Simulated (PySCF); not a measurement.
**SO3 (sulfur trioxide): CCSD(T)/6-311+G(d,p)**

Aim: the energy change on altering one bond length of SO3 (sulfur trioxide) at CCSD(T)/6-311+G**, from 2 runs. The job is set up through a Python script.

Program for the calculation: PySCF 2.14.0.

6 further runs of the same task are left out: 3 that didn't finish, 3 set aside as unsound or not needed.

### Step 1. The system as given

The species is SO3 (4 atoms), meant as a singlet with charge 0. SMILES: `O=S(=O)=O`. The coordinates come from a GFN2-xTB relaxation.

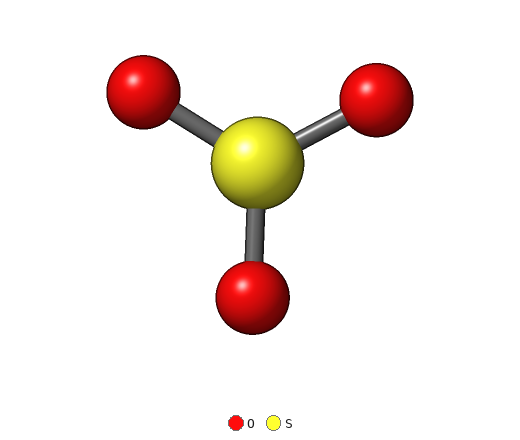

The structure, seen from a chosen angle (oxygen red, sulfur yellow).

### Step 2. A single-point energy at CCSD(T)/6-311+G(d,p)

File run.py:

```python
from pyscf import gto, scf, cc

mol = gto.M(
    atom='''
O       -1.120230      -0.683760       0.536200
S        0.000050      -0.000150      -0.000380
O        1.307630      -0.327510       0.440320
O       -0.187450       1.011420      -0.976150
''',
    spin=0,
    basis='6-311+g**',
    max_memory=1860,
    charge=0,
    verbose=4,
)

myscf = scf.RHF(mol)
myscf.conv_tol = 1e-10
myscf.kernel()
if not myscf.converged:
    myscf = myscf.newton().run(myscf.mo_coeff, myscf.mo_occ)

mycc = cc.CCSD(myscf, frozen=8)
mycc.kernel()
e_t = mycc.ccsd_t()
energy = mycc.e_tot + e_t
print(f'total energy: {energy:.8f} hartree')
```

Run with:

```console
$ OMP_NUM_THREADS=1 python run.py
```

Log:

```text
PySCF version 2.14.0

[INPUT] num. atoms = 4
[INPUT] num. electrons = 40
[INPUT] charge = 0
[INPUT] spin (= nelec alpha-beta = 2S) = 0
[INPUT] symmetry False subgroup None
[INPUT] Mole.unit = angstrom
[INPUT] Symbol           X                Y                Z      unit          X                Y                Z       unit  Magmom
[INPUT]  1 O     -1.120230000000  -0.683760000000   0.536200000000 AA   -2.116927896522  -1.292119134933   1.013271147992 Bohr   0.0
[INPUT]  2 S      0.000050000000  -0.000150000000  -0.000380000000 AA    0.000094486306  -0.000283458919  -0.000718095927 Bohr   0.0
[INPUT]  3 O      1.307630000000  -0.327510000000   0.440320000000 AA    2.471062572265  -0.618904203056   0.832084207168 Bohr   0.0
[INPUT]  4 O     -0.187450000000   1.011420000000  -0.976150000000 AA   -0.354229162050   1.911306796908  -1.844656156494 Bohr   0.0

nuclear repulsion = 184.674443509771
number of shells = 44
number of NR pGTOs = 154
number of NR cGTOs = 96
basis = 6-311+g**
ecp = {}

******** <class 'pyscf.scf.hf.RHF'> ********
method = RHF
initial guess = minao
damping factor = 0
level_shift factor = 0
DIIS = <class 'pyscf.scf.diis.CDIIS'>
diis_start_cycle = 1
diis_space = 8
diis_damp = 0
SCF conv_tol = 1e-10
SCF conv_tol_grad = None
SCF max_cycles = 50
direct_scf = True
direct_scf_tol = 1e-13
Set gradient conv threshold to 1e-05
Initial guess from minao.
init E= -623.506745412729
  HOMO = -0.439765758570258  LUMO = -0.0452947381637566  gap/eV = 10.73410
cycle= 1 E= -621.876441187252  delta_E= 1.63  |g|= 0.992  |ddm|= 2.46
  HOMO = -0.51705533528636  LUMO = -0.0312452352142633  gap/eV = 13.21957
cycle= 2 E= -621.976973559678  delta_E= -0.101  |g|= 0.699  |ddm|= 1.46
  HOMO = -0.547871541673767  LUMO = 0.014956635872223  gap/eV = 15.31533
cycle= 3 E= -622.057107461518  delta_E= -0.0801  |g|= 0.0538  |ddm|= 0.57
  HOMO = -0.535605177409859  LUMO = 0.021728996730045  gap/eV = 15.16584
cycle= 4 E= -622.057760870591  delta_E= -0.000653  |g|= 0.0146  |ddm|= 0.0521
  HOMO = -0.539503597799743  LUMO = 0.0208059485110319  gap/eV = 15.24680
cycle= 5 E= -622.05783511059  delta_E= -7.42e-05  |g|= 0.00307  |ddm|= 0.025
  HOMO = -0.539897138032793  LUMO = 0.0207798858366417  gap/eV = 15.25680
cycle= 6 E= -622.057839371582  delta_E= -4.26e-06  |g|= 0.000726  |ddm|= 0.01
  HOMO = -0.540098731744729  LUMO = 0.0207849031690504  gap/eV = 15.26242
cycle= 7 E= -622.057839653717  delta_E= -2.82e-07  |g|= 0.000191  |ddm|= 0.00321
  HOMO = -0.540132903276686  LUMO = 0.0207921197409546  gap/eV = 15.26355
cycle= 8 E= -622.057839671682  delta_E= -1.8e-08  |g|= 7.7e-05  |ddm|= 0.00064
  HOMO = -0.540136706146341  LUMO = 0.0207931915048717  gap/eV = 15.26368
cycle= 9 E= -622.057839673075  delta_E= -1.39e-09  |g|= 2.4e-05  |ddm|= 0.000117
  HOMO = -0.540137881555985  LUMO = 0.020793482554356  gap/eV = 15.26372
cycle= 10 E= -622.057839673232  delta_E= -1.58e-10  |g|= 2.26e-06  |ddm|= 4.12e-05
  HOMO = -0.540138058759666  LUMO = 0.0207932817746183  gap/eV = 15.26372
cycle= 11 E= -622.057839673237  delta_E= -4.55e-12  |g|= 8.43e-07  |ddm|= 3.59e-06
  HOMO = -0.540138101342696  LUMO = 0.0207933190199473  gap/eV = 15.26372
Extra cycle  E= -622.057839673238  delta_E= -1.25e-12  |g|= 4.46e-07  |ddm|= 1.32e-06
converged SCF energy = -622.057839673238

******** <class 'pyscf.cc.ccsd.CCSD'> ********
CC2 = 0
CCSD nocc = 12, nmo = 88
frozen orbitals 8
max_cycle = 50
direct = 0
conv_tol = 1e-07
conv_tol_normt = 1e-05
diis_space = 6
diis_start_cycle = 0
diis_start_energy_diff = 1e+09
Init t2, MP2 energy = -622.808441944385  E_corr(MP2) -0.750602271146663
Init E_corr(CCSD) = -0.75060227114671
cycle = 1  E_corr(CCSD) = -0.70441626284674  dE = 0.0461860083  norm(t1,t2) = 0.0954014
cycle = 2  E_corr(CCSD) = -0.738895671725892  dE = -0.0344794089  norm(t1,t2) = 0.0365813
cycle = 3  E_corr(CCSD) = -0.734209635964649  dE = 0.00468603576  norm(t1,t2) = 0.0206249
cycle = 4  E_corr(CCSD) = -0.736525256244074  dE = -0.00231562028  norm(t1,t2) = 0.0056904
cycle = 5  E_corr(CCSD) = -0.736929300133886  dE = -0.00040404389  norm(t1,t2) = 0.00108226
cycle = 6  E_corr(CCSD) = -0.736808659121947  dE = 0.000120641012  norm(t1,t2) = 0.000362763
cycle = 7  E_corr(CCSD) = -0.736769611178519  dE = 3.90479434e-05  norm(t1,t2) = 9.15618e-05
cycle = 8  E_corr(CCSD) = -0.73677997406779  dE = -1.03628893e-05  norm(t1,t2) = 3.25968e-05
cycle = 9  E_corr(CCSD) = -0.736779262233796  dE = 7.11833993e-07  norm(t1,t2) = 1.15141e-05
cycle = 10  E_corr(CCSD) = -0.736778855321218  dE = 4.06912578e-07  norm(t1,t2) = 3.61828e-06
cycle = 11  E_corr(CCSD) = -0.736778778632512  dE = 7.66887058e-08  norm(t1,t2) = 1.3141e-06
CCSD converged
E(CCSD) = -622.7946184518706  E_corr = -0.7367787786325122
CCSD(T) correction = -0.0328609409337117
total energy: -622.82747939 hartree
```

Wall time 44 s (1 thread of Arm Neoverse V2, shared host); peak memory 0.54 GiB.

### Step 3. The distorted shape, same level

File input.py:

```python
from pyscf import gto, cc

mol = gto.M(
    atom='O -2.464529 -1.504070 1.180078; S 0.000050 -0.000150 -0.000380; O 1.307630 -0.327510 0.440320; O -0.187450 1.011420 -0.976150',
    verbose=3,
    basis='6-311+g**',
    max_memory=1860,
)

mf = mol.RHF()
mf.conv_tol = 1e-10
mf.kernel()
if not mf.converged:
    mf = mf.newton().run(mf.mo_coeff, mf.mo_occ)

mycc = cc.CCSD(mf, frozen=8)
mycc.kernel()
e_t = mycc.ccsd_t()
e_final = mycc.e_tot + e_t
print('Final energy', e_final)
```

Run with:

```console
$ OMP_NUM_THREADS=1 python input.py
```

Log:

```text
converged SCF energy = -621.911330978125
E(CCSD) = -622.6221347197368  E_corr = -0.7108037416121409
CCSD(T) correction = -0.0336068567766087
Final energy -622.6557415765134
```

Run time: 77 s. Hardware: 1 thread of Arm Neoverse V2, shared host; peak memory 0.56 GiB.

### Step 4. Results

At CCSD(T)/6-311+G**, 8 core orbitals frozen:

```
                                                         quantity          value
                                        first shape: total energy  -622.82748 Eh
                first shape: dipole moment (Hartree–Fock density)         0.00 D
                 first shape: HOMO energy (Hartree–Fock orbitals)      -14.70 eV
                 first shape: LUMO energy (Hartree–Fock orbitals)        0.57 eV
               first shape: HOMO–LUMO gap (Hartree–Fock orbitals)       15.26 eV
         first shape: correlation energy (8 core orbitals frozen)     -769.6 mEh
                                      first shape: (T) correction     -32.86 mEh
                                       first shape: T1 diagnostic          0.019
                                    distorted shape: total energy  -622.65574 Eh
            distorted shape: dipole moment (Hartree–Fock density)         2.06 D
             distorted shape: HOMO energy (Hartree–Fock orbitals)      -13.74 eV
             distorted shape: LUMO energy (Hartree–Fock orbitals)       -1.02 eV
           distorted shape: HOMO–LUMO gap (Hartree–Fock orbitals)       12.71 eV
     distorted shape: correlation energy (8 core orbitals frozen)     -744.4 mEh
                                  distorted shape: (T) correction     -33.61 mEh
                                   distorted shape: T1 diagnostic          0.020
energy change with the O1–S2 bond stretched from 1.418 to 3.119 Å       4.673 eV
```

What this shows: With the O1–S2 bond stretched from 1.418 to 3.119 Å the energy rises by 4.67 eV (108 kcal/mol). The first shape isn't relaxed at this level, so the change isn't measured from a minimum. A restricted reference can't describe the breaking bond well at this length. The triples (first shape) make up 4.3 % of the correlation energy. Mulliken charges (distorted shape) of the mean-field density run from -0.35 on O3 to +0.70 on S2; in a basis this large or diffuse they mean little. The triples (distorted shape) make up 4.5 % of the correlation energy.
